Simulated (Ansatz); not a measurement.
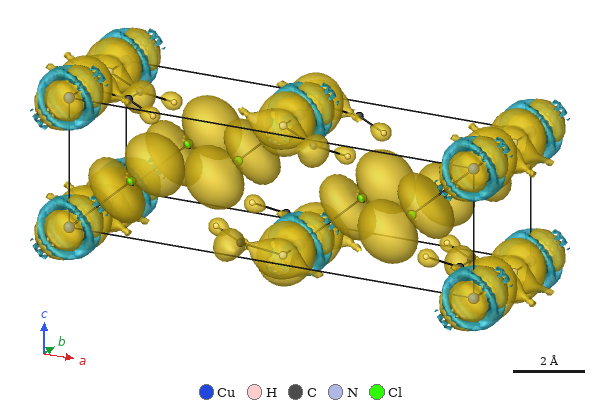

Figure 1: CuH4C4N2Cl2. Isosurfaces of the spin density at +0.005 (yellow) and −0.005 e/Å³ (cyan), seen slightly off an axis. Sticks mark near contacts.

Space group C2/m; spin-polarised.

Level of theory: DFT PBE+D3(BJ), scalar-relativistic, plane waves, PAW in Ansatz.

Describe the spin distribution.

Answer. The spin density sits on Cu: +0.5 μB (×2) in one cell of 26 atoms, with smaller moments on other sites: N (up to +0.05 μB) and Cl (up to +0.10 μB): parallel main moments, as they must be, since the calculation's own cell holds one magnetic site. The cell of the calculation (13 atoms) carries 1.0 μB of net spin moment.
